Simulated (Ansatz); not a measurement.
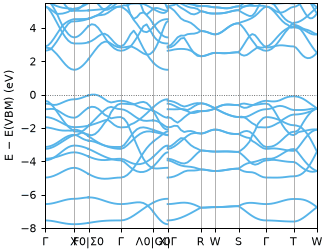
Figure: Band structure from plane-wave PAW PBE+D3(BJ) (Ansatz code)

Question: Read off the gap and where the band edges lie.

Answer: About 1.5 eV (1.48 eV by a search for the band edges); maximum on the Σ0–Γ line, 16 % of the way from Σ0, minimum at X.

The material is SiSe₂ in space group Ibam (No. 72; Si on 4a, Se on 8j).

Symmetry was held in the PBE+D3(BJ) relaxation; of distortions, only those at the zone centre were tested. Spin–orbit coupling is left out wherever it is not named.

Potentials: the later of the program's two PAW sets.
